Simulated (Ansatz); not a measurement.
The figure comes from a scan of BP (zinc blende): one B atom of a 2-atom cell moves by s along Cartesian [111], with its periodic images. These are PBE (plane waves to 420 eV, PAW, scalar-relativistic; Ansatz, a first-principles code) values and carry that method's errors. k mesh 10×10×10 (Γ-centred), Fermi-Dirac smearing 0.05 eV. Energies are smeared free energies. Left out: 1 of 11 points, with atoms too close for the PAW data. As the smearing reaches across the gap at some points, energies and forces of such displacements shift with the k mesh and the smearing. BP was relaxed with its symmetry unable to fall. The zero of ΔE is the undisplaced structure.

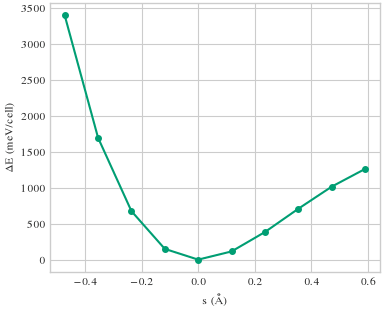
Figure: ΔE (meV/cell) against s (Å); markers are the computed points, lines only join them.

Problem. List the plotted points as numbers.

Solution. To the nearest 50:

| s (Å) | ΔE (meV/cell) |
|---|---|
| -0.472 | 3400 |
| -0.354 | 1700 |
| -0.236 | 650 |
| -0.118 | 150 |
| 0.000 | 0 |
| 0.118 | 100 |
| 0.236 | 400 |
| 0.354 | 700 |
| 0.472 | 1000 |
| 0.590 | 1250 |

(For displaced atoms, the force is minus the slope of the energy, and its curvature is a force constant, which sets phonon frequencies.)
